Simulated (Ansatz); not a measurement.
# ClF5Mo···H2O: what the fields show

```yaml
atoms:
  - { symbol: Mo, position_ang: [-0.0387, -0.1351, -0.1540] }
  - { symbol: F, position_ang: [0.0495, -0.1744, 1.6573] }
  - { symbol: Cl, position_ang: [2.2073, -0.3961, -0.5312] }
  - { symbol: F, position_ang: [-0.1085, 1.6780, -0.4459] }
  - { symbol: F, position_ang: [-1.8845, -0.0472, 0.0671] }
  - { symbol: F, position_ang: [-0.2234, -1.9806, -0.0773] }
  - { symbol: F, position_ang: [-0.3538, -0.3405, -1.9688] }
  - { symbol: O, position_ang: [1.6623, 1.8141, 1.5013] }
  - { symbol: H, position_ang: [2.5336, 1.4223, 1.7145] }
  - { symbol: H, position_ang: [1.1177, 1.5518, 2.2855] }
```

Core potentials replace the inner electrons of Mo; not at a stationary point (largest force 1.5 eV/Å).

The calculation used Ansatz 0.2.0, RKS PBE-D4/def2-SVP.

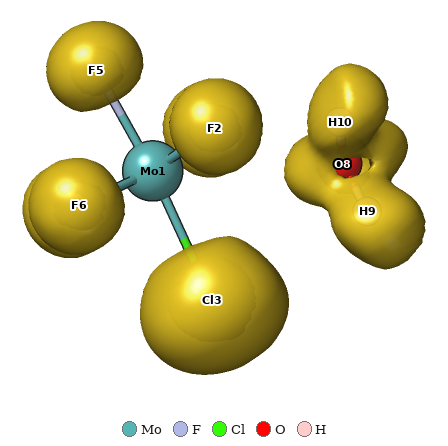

Figure 1. Isosurface of the electron localisation function at 0.75 (yellow), seen across its widest extent. Core shells and regions of very low density are left out.

**Describe the localisation domains.**

At this value the surface marks out one region wrapped around Cl (its valence shell), five regions wrapped around F (the valence shell of each) and one joined region spread over several atoms (H, O), in which their bonds and any lone pairs are merged.


Mo1···O8 (3.07 Å): the ELF dips to about 0.05 between them. Mo–F (1.81 Å): the ELF peaks at about 0.85 in the valence shell of F, 0.5 Å from its nucleus, and drops to about 0.30 between the two atoms.

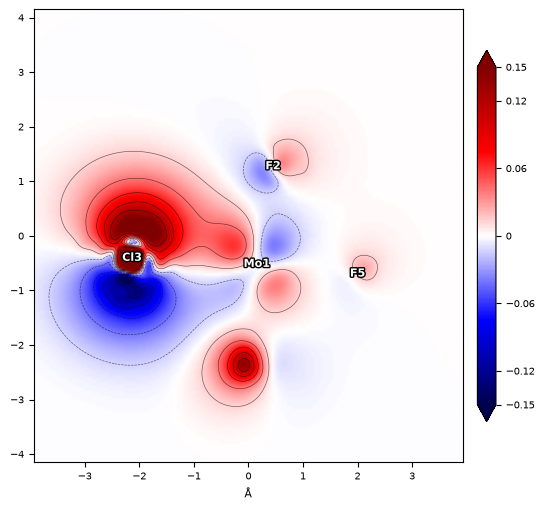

Figure 2. The HOMO−1 on the plane of atoms F2, Mo1 and Cl3 (values in Å⁻³ᐟ²; the overall sign is arbitrary).

**What is the character of this orbital?**

Its weight (Hirshfeld) is mainly on Cl3 (about 75 %) and F6 (about 10 %); largely a lone pair of Cl3. Its energy is −8.87 eV.

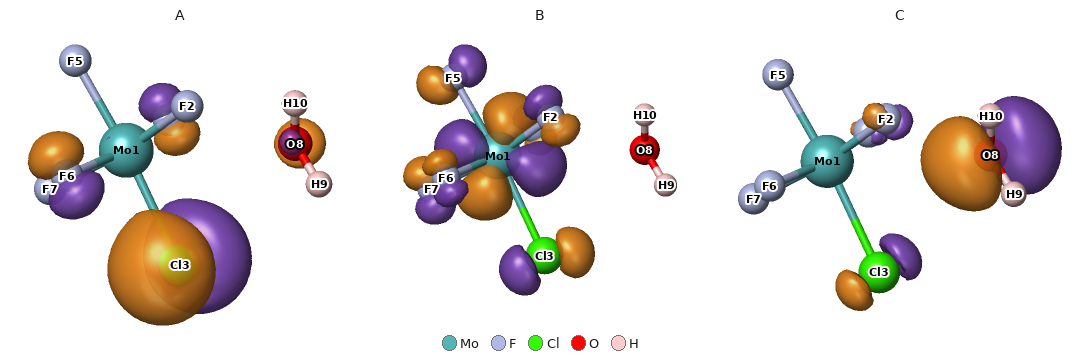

Figure 3. Three frontier orbitals at ±0.15 Å⁻³ᐟ² (orange and purple are the two phases), in no order.

**Order the three orbitals by energy and name them.**

A is the HOMO−1 (−8.87 eV). Its weight (Hirshfeld) is mainly on Cl3 (about 75 %) and F6 (about 10 %); largely a lone pair of Cl3. C is the HOMO (−7.19 eV). Its weight (Hirshfeld) is mainly on O8 (about 80 %); largely a lone pair of O8. B is the LUMO (−6.08 eV). Its weight (Hirshfeld) is mainly on Mo1 (about 60 %), Cl3 (about 10 %), F5 (about 10 %) and F7 (about 5 %).

**What is the HOMO–LUMO gap?**

1.11 eV between the orbital energies.
